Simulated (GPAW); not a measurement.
# Mg: optical spectrum from first principles

Aim: the dielectric function of Mg, and the optical constants that follow from it.

Calculated with GPAW 26.7.0; DFT, PBE, plane-wave PAW (GPAW data sets), scalar-relativistic, RPA, optical limit.

## (1) The structure

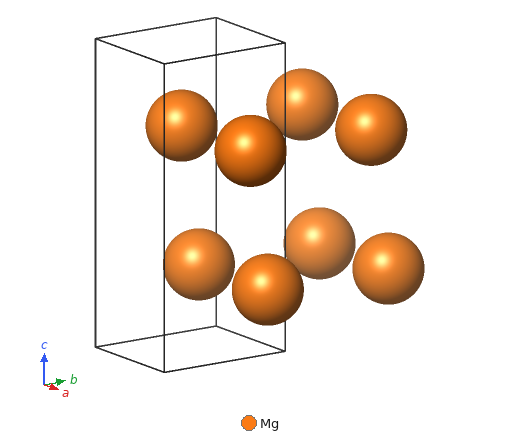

Start, viewed slightly off an axis; magnesium orange. 2×2×1 cells are drawn.

## (2) Ground state

The self-consistent density comes first; it also tells whether there is a gap, which decides the occupations and the need for a Drude term.

This step: DFT, PBE, plane-wave PAW (GPAW data sets), scalar-relativistic, ground state (GPAW 26.7.0).

gs.py reads:

```python
from ase import Atoms
from ase.dft.bandgap import bandgap
from gpaw import GPAW, PW, FermiDirac

atoms = Atoms(['Mg', 'Mg'],
              cell=[[3.209300000000, 0.000000000000, 0.000000000000],
                    [-1.604650000000, 2.779335328400, 0.000000000000],
                    [0.000000000000, 0.000000000000, 5.210300000000]],
              scaled_positions=[[0.666666666700, 0.333333333300, 0.750000000000],
                                [0.333333333300, 0.666666666700, 0.250000000000]],
              pbc=[True, True, True])
atoms.calc = GPAW(mode=PW(500), xc='PBE', kpts={'size': (12, 12, 5), 'gamma': True},
                  occupations=FermiDirac(0.05), maxiter=150, txt='gs.txt')
print('energy (eV)', atoms.get_potential_energy())
print('Fermi level (eV)', atoms.calc.get_fermi_level())
print('valence electrons', atoms.calc.get_number_of_electrons())
print('gap (eV)', bandgap(atoms.calc, output=None)[0])
print('direct gap (eV)', bandgap(atoms.calc, direct=True, output=None)[0])
atoms.calc.write('gs.gpw')
```

Started as:

```console
OMP_NUM_THREADS=1 python gs.py
```

Numbers of over 12 decimals in the logs are rounded to 6 here.

Output:

```text
__  _  _
 | _ |_)|_||  |
 |__||  | ||/\| - 26.7.0

Versions:
  Python: 3.12.14
  ASE:    3.29.0
  Numpy:  2.5.5
  Scipy:  1.18.1
  Libxc:  7.0.0

Input parameters:
  mode=PW(ecut=500.0),
  kpts=MonkhorstPack(size=(12, 12, 5), gamma=True),
  maxiter=150,
  occupations=Occupations(name='fermi-dirac', width=0.05, fixmagmom=False),
  xc=XC(name='PBE')

Diagonalizing LCAO Hamiltonian
Converting LCAO to pw mode

           Mg

        Mg

Atoms  # Å, Bohr magnetons
|   | symbol |         x |        y |        z |    initial magnetic moments |
| 0 |     Mg |  1.604650 | 0.926445 | 3.907725 | ( 0.0000,  0.0000,  0.0000) |
| 1 |     Mg | -0.000000 | 1.852890 | 1.302575 | ( 0.0000,  0.0000,  0.0000) |

Unit cell  # Å
| periodic |         x |        y |        z |  lengths |     angles |
|      yes |  3.209300 | 0.000000 | 0.000000 | 3.209300 |  90.000000 |
|      yes | -1.604650 | 2.779335 | 0.000000 | 3.209300 |  90.000000 |
|      yes |  0.000000 | 0.000000 | 5.210300 | 5.210300 | 120.000000 |

Number of symmetries: 12
Symmetry operations  # r_c * U_cc + t_c -> r_c
|    | kind |            matrix            |
|  0 |  σ   |  1, 1, 0,  0,-1, 0,  0, 0, 1 |
|  1 |  S6  |  1, 1, 0, -1, 0, 0,  0, 0,-1 |
|  2 |  E   |  1, 0, 0,  0, 1, 0,  0, 0, 1 |
|  3 |  C2  |  1, 0, 0, -1,-1, 0,  0, 0,-1 |
|  4 |  C2  |  0, 1, 0,  1, 0, 0,  0, 0,-1 |
|  5 |  C3  |  0, 1, 0, -1,-1, 0,  0, 0, 1 |
|  6 |  S6  |  0,-1, 0,  1, 1, 0,  0, 0,-1 |
|  7 |  σ   |  0,-1, 0, -1, 0, 0,  0, 0, 1 |
|  8 |  σ   | -1, 0, 0,  1, 1, 0,  0, 0, 1 |
|  9 |  i   | -1, 0, 0,  0,-1, 0,  0, 0,-1 |
| 10 |  C3  | -1,-1, 0,  1, 0, 0,  0, 0, 1 |
| 11 |  C2  | -1,-1, 0,  0, 1, 0,  0, 0,-1 |

BZ-sampling:
  Number of BZ points: 720
  Number of IBZ points: 81

  Monkhorst-Pack size: [12, 12, 5]
  Monkhorst-Pack shift: [0.041667, 0.041667, 0.0]

K-points  # in reciprocal-cell coordinates
|     |                                coordinates |     weight |
|   0 | ( -0.00000000,  -0.00000000,   0.00000000) | 0.00138889 |
|   1 | ( -0.00000000,  -0.00000000,   0.20000000) | 0.00277778 |
|   2 | ( -0.00000000,  -0.00000000,   0.40000000) | 0.00277778 |
|   3 | (  0.08333333,  -0.00000000,  -0.40000000) | 0.00833333 |
|   4 | (  0.08333333,  -0.00000000,  -0.20000000) | 0.00833333 |
|   5 | (  0.08333333,  -0.00000000,   0.00000000) | 0.00833333 |
|   6 | (  0.08333333,  -0.00000000,   0.20000000) | 0.00833333 |
|   7 | (  0.08333333,  -0.00000000,   0.40000000) | 0.00833333 |
|   8 | (  0.16666667,  -0.08333333,   0.00000000) | 0.00833333 |
|   9 | (  0.16666667,  -0.08333333,   0.20000000) | 0.01666667 |
| ... |                                            |            |
|  80 | (  0.50000000,   0.50000000,   0.40000000) | 0.00833333 |

Plane wave coefficients: 1194
Cutoff: 500.0 eV

Spin-components: 1 (collinear spins)
Bands:           16
Projectors:      10
Spin-degeneracy: 2
Datatype:        complex128

Parallelization:
  kpt:    1
  domain: 1
  band:   1

Density:
  Valence electrons: 20.0
  Components: 1
  Grid points: [18 18 27]
  Charge: 0.0  # |e|

Potential:
  Grid points: [18 18 27]

species:
  Mg:
    name:    Magnesium
    id:
    Z:       12.0
    valence: 10
    core:    2
    charge:  0.0  # [|e|]
    compensation charges:
      type: gauss
      rc: 0.33  # [Å]
      lmax: 2
    cutoffs:
      filter: 1.86  # [Å]
      core: 0.54  # [Å]
    projectors
    | kind |    occ | energy [eV] | rcut [Å] |
    |   2s |  2.000 |     -79.840 |    1.090 |
    |   3s |  2.000 |      -4.705 |    1.090 |
    |   2p |  6.000 |     -46.613 |    1.085 |
    |   3p |  0.000 |      -1.330 |    1.085 |
    |    d |        |       0.000 |    1.037 |

    Using partial waves for Mg as LCAO basis

Reference energy: -10899.289777  # eV

eigensolver:
  PPCG
  Converge bands: occupied
  niter=2

density mixing:
  MSR1-Mixer
  Pratt-step length: 0.05
  Maximum mixing coefficient: 0.75
  Old densities: 10
  SVD Regularization: 0.005
  Good broyden scale: 1.0
  Trust region scale: 1.0
  Backstep threshold: 4.0
  History deletion threshold: 6.0
  Fourier metric: weight=20.0, sigma=0.015

occupation numbers:
  Fermi-Dirac:
    width: 0.0500  # eV

poisson solver:
  ecut: 4000.0  # eV

xc functional:
  name: PBE with 2 nearest neighbor stencil

convergence criteria:
- Maximum [total energy] change in last 3 cyles: 0.0005 eV / valence electron
- Maximum integral of absolute [dens]ity change: 0.0001 electrons / valence electron
- Maximum integral of absolute [eigenst]ate change: 4e-08 eV^2 / valence electron
maximum number of iterations: 150

SCF iterations
|iter     |      energy | eigst |  dens |
|iter:   1||   -3.224456 | +0.25 |       |
|iter:   2||   -3.224877 | -2.23 | -1.56 |
|iter:   3||   -3.225008c| -2.39 | -1.59 |
|iter:   4||   -3.227458c| -2.85 | -2.06 |
|iter:   5||   -3.227499c| -4.47 | -3.00 |
|iter:   6||   -3.227504c| -5.47 | -3.74 |
|iter:   7||   -3.227504c| -6.40 | -4.19c|
|iter:   8||   -3.227504c| -8.00c| -6.02c|

Converged in 8 steps
SCF loop duration: 22.450 s (2.806 s/step)
Energy contributions relative to reference atoms: (reference = -10899.289777)

Energy contributions:
  Kinetic:          -3.600911
  Coulomb:           5.837977
  Zero:             -0.048129
  External:          0.000000
  Xc:               -5.412090
  Entropy:          -0.008701
  Spinorbit:         0.000000
  ----------------------------
  Free energy:      -3.231855
  Extrapolated:     -3.227504

dipole moment: (0.000000, 0.000000, 0.000000)  # |e|*Ang

Fermi level: 3.413
Eigenvalues  # (at kpt = [-0.000, -0.000, 0.000])
| band index |      eig [eV] | occ [0-2] |
|          0 |       -72.653 |     2.000 |
|        ... |               |           |
|          3 |       -39.418 |     2.000 |
|          4 |       -39.418 |     2.000 |
|          5 |       -39.416 |     2.000 |
|          6 |       -39.413 |     2.000 |
|          7 |       -39.413 |     2.000 |
|          8 |        -3.391 |     2.000 |
|          9 |         1.824 |     2.000 |
|         10 |         2.246 |     2.000 |
|         11 |        14.360 |     0.000 |
|         12 |        14.360 |     0.000 |
|         13 |        14.451 |     0.000 |
|         14 |        14.451 |     0.000 |
|         15 |        16.829 |     0.000 |

No gap
No difference between direct/indirect transitions

--- standard output ---
energy (eV) -3.227504
Fermi level (eV) 3.412514
valence electrons 20.0
gap (eV) 0.0
direct gap (eV) 0.0
```

Elapsed: 25 s, on 1 thread of Arm Neoverse V1, shared host; peak memory 0.17 GiB.

This step gave:

| Property | Result |
| --- | --- |
| energy | -3.228 eV |
| Fermi energy | 3.413 eV |
| electrons | 20 |

There are states at the Fermi level within the smearing, so the occupations stay smeared and the carriers get a Drude term.

## (3) Bands for the response

At the fixed density, many empty bands are solved on the mesh of the response, since the spectrum sums over them.

This step: DFT, PBE, plane-wave PAW (GPAW data sets), scalar-relativistic, bands at fixed density (GPAW 26.7.0).

nscf.py reads:

```python
from ase.dft.bandgap import bandgap
from gpaw import GPAW, FermiDirac

calc = GPAW('gs.gpw').fixed_density(kpts={'size': (18, 18, 9), 'gamma': True}, nbands=56, convergence={'bands': 50},
                                    occupations=FermiDirac(0.05), txt='nscf.txt')
print('gap (eV)', bandgap(calc, output=None)[0])
print('direct gap (eV)', bandgap(calc, direct=True, output=None)[0])
print('top band over the Fermi level (eV)', min(calc.get_eigenvalues(kpt=k)[49] for k in range(len(calc.get_ibz_k_points()))) - calc.get_fermi_level())
calc.write('full.gpw', mode='all')
```

Started as:

```console
OMP_NUM_THREADS=1 python nscf.py
```

Output:

```text
Diagonalizing LCAO Hamiltonian
Converting LCAO to pw mode
convergence criteria:
- Maximum integral of absolute [eigenst]ate change: 4e-08 eV^2 / valence electron
maximum number of iterations: 150

SCF iterations
|iter     |      energy | eigst |  dens |
|iter:   1||             | +3.88 |       |
|iter:   2||             | +2.61 |       |
|iter:   3||             | +1.57 |       |
|iter:   4||             | +0.33 |       |
|iter:   5||             | -0.71 |       |
|iter:   6||             | -1.78 |       |
|iter:   7||             | -2.76 |       |
|iter:   8||             | -3.88 |       |
|iter:   9||             | -4.83 |       |
|iter:  10||             | -5.92 |       |
|iter:  11||             | -6.77 |       |
|iter:  12||             | -7.37 |       |
|iter:  13||             | -7.81c|       |
SCF steps: 13
  __  _  _
 | _ |_)|_||  |
 |__||  | ||/\| - 26.7.0

Versions:
  Python: 3.12.14
  ASE:    3.29.0
  Numpy:  2.5.5
  Scipy:  1.18.1
  Libxc:  7.0.0

Input parameters:
  mode=PW(ecut=500.0),
  convergence={'bands': 50},
  gpts=array([18, 18, 27]),
  kpts=MonkhorstPack(size=(18, 18, 9), gamma=True),
  maxiter=150,
  nbands=56,
  occupations=Occupations(name='fermi-dirac', width=0.05, fixmagmom=False),
  parallel={},
  xc=XC(name='PBE')

--- standard output ---
gap (eV) 0.0
direct gap (eV) 0.0
top band over the Fermi level (eV) 41.155206
```

It took 7.6 min on 1 thread; peak memory 0.5 GiB.

## (4) Dielectric function, RPA

Local fields let the induced charge screen the field inside the cell, which as a rule lowers ε, most along directions where the density is uneven.

This step: DFT, PBE, plane-wave PAW (GPAW data sets), scalar-relativistic, RPA, optical limit (GPAW 26.7.0).

df.py reads:

```python
from gpaw.response.df import DielectricFunction

df = DielectricFunction('full.gpw', frequencies={'type': 'nonlinear', 'domega0': 0.03, 'omega2': 8},
                        ecut=60,
                        eta=0.2,
                        nbands=50,
                        rate=0.05,
                        txt='df.txt')
for direction in ['x', 'z']:
    df.get_dielectric_function(xc='RPA', direction=direction, filename=f'df_{direction}.csv')
```

Started as:

```console
OMP_NUM_THREADS=1 python df.py
```

Output:

```text
Using integrator: PointIntegrator
NonLinearFrequencyDescriptor(from 0.000 to 123.951 eV, 558 points)
Nonperiodic BCs:  [False False False]
Using integrator: PointIntegrator
NonLinearFrequencyDescriptor(from 0.000 to 123.951 eV, 558 points)
Nonperiodic BCs:  [False False False]
Using integrator: PointIntegrator

Calculating chi0 body with:
    Ground state adapter containing:
    Number of spins: 1
    Number of kpoints: 2916
    Number of irreducible kpoints: 293
    Number of completely occupied states: 8
    Number of partially occupied states: 12

    Linear response parametrization:
    q_c: [0.0, 0.0, 0.0]
    Number of frequency points: 558
    Planewave cutoff: 60.0
    Number of bands: 50
    Number of planewaves: 43
    Broadening (eta): 0.2

Integrating chi0 body.

Symmetries of q_c:
    Direct symmetries (Uq -> q): 12
    Indirect symmetries (TUq -> q): 0
In total 12 allowed symmetries.

293 groups of equivalent kpoints. 89.951989% reduction.

Integral kind: spectral function

Calculating chi0 optical extensions with:
    Ground state adapter containing:
    Number of spins: 1
    Number of kpoints: 2916
    Number of irreducible kpoints: 293
    Number of completely occupied states: 8
    Number of partially occupied states: 12

    Linear response parametrization:
    Number of frequency points: 558
    Planewave cutoff: 60.0
    Number of bands: 50
    Number of planewaves: 43
    Broadening (eta): 0.2
Integrating chi0 head and wings.

Symmetries of q_c:
    Direct symmetries (Uq -> q): 12
    Indirect symmetries (TUq -> q): 0
In total 12 allowed symmetries.

293 groups of equivalent kpoints. 89.951989% reduction.

Integral kind: spectral function wings

Calculating drude chi0 with:
    Number of frequency points:558
    Plasma frequency decay rate: 0.05 eV

    Ground state adapter containing:
    Number of spins: 1
    Number of kpoints: 2916
    Number of irreducible kpoints: 293
    Number of completely occupied states: 8
    Number of partially occupied states: 12

Symmetries of q_c:
    Direct symmetries (Uq -> q): 12
    Indirect symmetries (TUq -> q): 0
In total 12 allowed symmetries.

293 groups of equivalent kpoints. 89.951989% reduction.

Integral kind: intraband
Plasma frequency:
[[7.32-0.j 0.  +0.j 0.  +0.j]
 [0.  -0.j 7.32-0.j 0.  +0.j]
 [0.  +0.j 0.  -0.j 7.54+0.j]]
```

Elapsed: 76 s, on 1 thread; peak memory 0.24 GiB.

Numbers from this step:

- centre of weight of the strongest loss peak in the window: 10.66 eV

Some rows of df_x.csv (energy; Re and Im without local fields; Re and Im with them):

```text
0.000000, 21662.607012, -0.000000, 21660.976658, -0.000000
0.619237, -81.327374, 116.232416, -81.989903, 113.437128
1.279498, -61.436143, 31.621358, -60.910909, 31.649756
1.984998, -27.820576, 8.179146, -27.677183, 8.259538
2.740552, -14.419926, 2.992459, -14.361791, 3.035015
3.551683, -8.237318, 1.335334, -8.209691, 1.359555
4.424758, -4.926125, 0.648004, -4.912911, 0.659728
5.367152, -3.005950, 0.356569, -2.998202, 0.363117
6.387465, -1.828963, 0.218971, -1.823557, 0.224867
7.495775, -1.040027, 0.147817, -1.034525, 0.151725
8.703980, -0.504815, 0.096569, -0.500558, 0.099695
10.026223, -0.134186, 0.070199, -0.130752, 0.074253
11.479449, 0.143741, 0.043189, 0.145264, 0.045652
13.084136, 0.344966, 0.032086, 0.346385, 0.035151
14.865263, 0.501404, 0.023985, 0.502823, 0.026159
16.853625, 0.616876, 0.018541, 0.618298, 0.021513
19.087623, 0.708790, 0.014321, 0.710138, 0.017247
21.615770, 0.779627, 0.011899, 0.781052, 0.015941
24.500258, 0.834047, 0.009213, 0.832873, 0.016384
27.822136, 0.881499, 0.006549, 0.878260, 0.010008
31.689054, 0.918904, 0.004854, 0.914899, 0.007336
```

Sum at mesh points, not converged in k. Table of Im ε by photon energy; read off at these points:

| photon energy (eV) | E ∥ x | E ∥ z |
| --- | --- | --- |
| 0.7 | 120 | 123 |
| 2.0 | 8.07 | 6.59 |
| 4.0 | 0.952 | 0.780 |
| 6.0 | 0.292 | 0.239 |
| 8.0 | 0.132 | 0.104 |
| 10.0 | 0.0748 | 0.0676 |
| 12.0 | 0.0442 | 0.0430 |
| 14.0 | 0.0290 | 0.0318 |
| 16.0 | 0.0225 | 0.0219 |

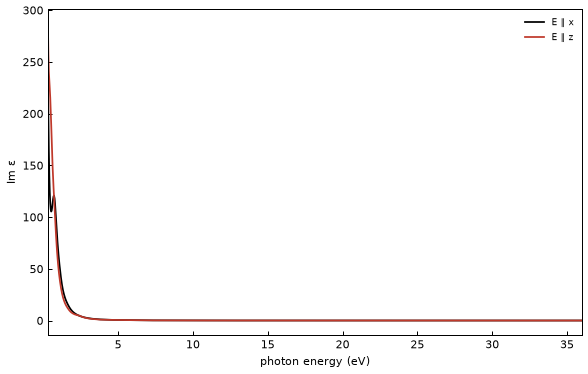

Im ε against photon energy.

Values under 1 per cm are given as 1; sum at mesh points, not converged in k. Absorption coefficient against photon energy:

```csv
photon energy (eV),E ∥ x (1/cm),E ∥ z (1/cm)
2,1.1e6,1.0e6
4,1.0e6,1.0e6
6,9.0e5,9.1e5
8,7.2e5,7.3e5
10,3.9e5,3.9e5
12,57461,55839
14,31253,34123
16,24103,23477
18,20559,18963
20,18468,18515
22,20448,19162
24,20606,21601
26,16395,22832
28,14916,15796
30,14601,10948
32,12729,9630
34,11655,10309
36,11940,11387
```

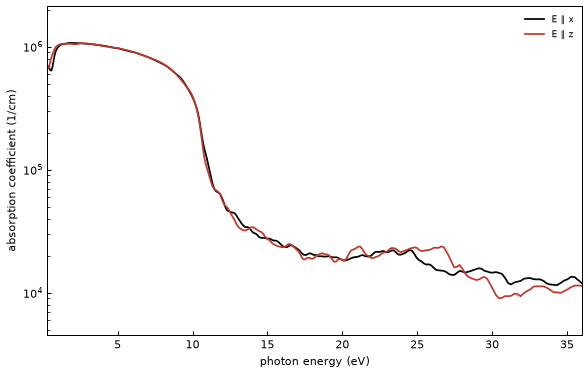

Absorption coefficient against photon energy.

The loss function −Im 1/ε at q → 0 has structure finer than the step of the table below, so its rows give means over 2.5 eV, whole bins alone (the curve runs from 0.305 to 36 eV). Peaks (eV: height): E ∥ x 10.66: 17.2; E ∥ z 10.66: 20.5.

Sum at mesh points, not converged in k. Table of loss function −Im 1/ε at q → 0 by energy loss; means over each step:

```csv
energy loss (eV),E ∥ x,E ∥ z
2.5,0.0131,0.0116
5.0,0.0377,0.0338
7.5,0.164,0.137
10.0,5.19,5.27
12.5,0.802,0.767
15.0,0.105,0.108
17.5,0.0474,0.0465
20.0,0.0301,0.0316
22.5,0.0259,0.0260
25.0,0.0197,0.0230
27.5,0.0130,0.0161
30.0,0.0112,0.00866
32.5,0.00867,0.00720
```

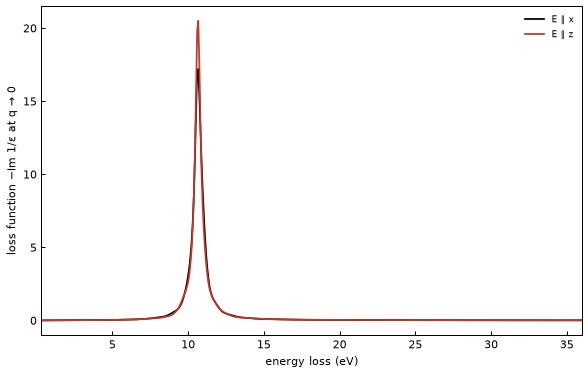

Loss function −Im 1/ε at q → 0 against energy loss.

Sum at mesh points, not converged in k. Table of reflectivity at normal incidence by photon energy; read off at these points:

```csv
photon energy (eV),E ∥ x (%),E ∥ z (%)
2.5,90.3,90.1
5.0,90.0,90.3
7.5,86.4,87.4
10.0,71.0,73.9
12.5,9.27,9.46
15.0,2.75,2.80
17.5,1.16,1.17
20.0,0.573,0.568
22.5,0.314,0.312
25.0,0.194,0.191
27.5,0.113,0.124
30.0,0.0704,0.0751
32.5,0.0425,0.0422
35.0,0.0247,0.0245
```

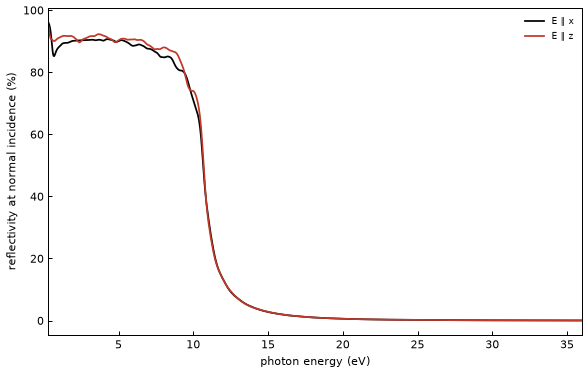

Reflectivity at normal incidence against photon energy.

Sum at mesh points, not converged in k. Table of Im ε, E ∥ x by photon energy; read off at these points:

| photon energy (eV) | without local fields | with local fields |
| --- | --- | --- |
| 0.7 | 123 | 120 |
| 2.0 | 7.99 | 8.07 |
| 4.0 | 0.931 | 0.952 |
| 6.0 | 0.284 | 0.292 |
| 8.0 | 0.127 | 0.132 |
| 10.0 | 0.0708 | 0.0748 |
| 12.0 | 0.0407 | 0.0442 |
| 14.0 | 0.0265 | 0.0290 |
| 16.0 | 0.0200 | 0.0225 |

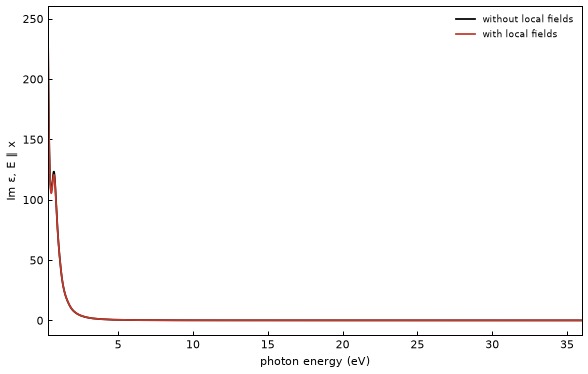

Im ε, E ∥ x against photon energy.

At chosen wavelengths:

| wavelength (nm) | n x | k x | R (%) x | 1/α x | n z | k z | R (%) z | 1/α z |
| --- | --- | --- | --- | --- | --- | --- | --- | --- |
| 800 | 1.34 | 6.737 | 89.4 | 9.5 nm | 1.03 | 6.703 | 91.6 | 9.5 nm |
| 532 | 0.56 | 4.513 | 90.2 | 9.4 nm | 0.57 | 4.442 | 89.7 | 9.5 nm |
| 450 | 0.39 | 3.789 | 90.3 | 9.5 nm | 0.37 | 3.809 | 90.9 | 9.4 nm |
| 365 | 0.26 | 3.017 | 90.3 | 9.6 nm | 0.22 | 3.033 | 91.6 | 9.6 nm |
| 308 | 0.19 | 2.493 | 90.2 | 9.8 nm | 0.16 | 2.476 | 91.7 | 9.9 nm |
| 248 | 0.12 | 1.913 | 90.0 | 10 nm | 0.12 | 1.921 | 90.3 | 10 nm |
| 193 | 0.08 | 1.340 | 88.9 | 11 nm | 0.07 | 1.343 | 90.4 | 11 nm |

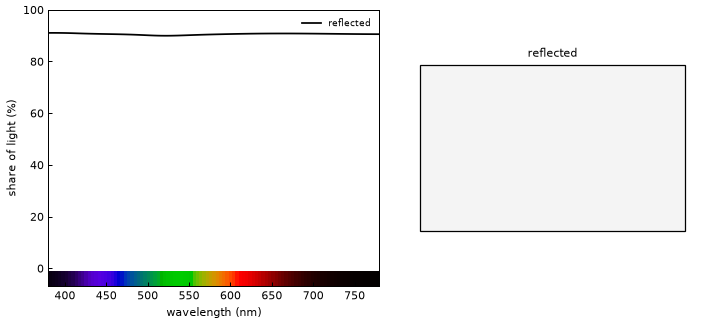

Light reflected across the visible range, with the colour that it makes of daylight (sRGB).

A polished face would reflect 90 % of daylight and look near white (CIE x = 0.313, y = 0.329 under D65).

## (5) What came out

```json
{
  "centre of weight of the strongest loss peak in the window, first axis": "10.7 eV"
}
```

**Reading.** At this level (PBE, RPA) Mg is a metal. The mesh is too coarse to trust the carriers' weight, the reflectivity or the colour to better than tens of per cent. A polished face would reflect 90 % of daylight and look near white (CIE x = 0.313, y = 0.329 under D65). The carriers' damping of 0.05 eV is typed, not computed; it shapes the response at the lowest energies. GPAW's carrier term has the form −ωp²/(ω + i·rate)², which damps like twice the rate and fails at low energy, so the curves leave the lowest energies out. The sum runs over mesh points 0.13 Å⁻¹ apart with no interpolation, so peaks are partly noise of the mesh, and the Drude plasma energy, a sum over the Fermi surface, isn't converged.

[Machine, clock and banner lines and Python warnings are left out of the logs.]

[Logs are printed without paths, hosts, clocks, repeated set-up lines and the standing remarks that a program may print on its own settings, such as how far it seeks lower states.]

[Hosts, paths, dates, database ids (printed as entryN), source tags and the programs' standing remarks are cut or masked in the printed files.]
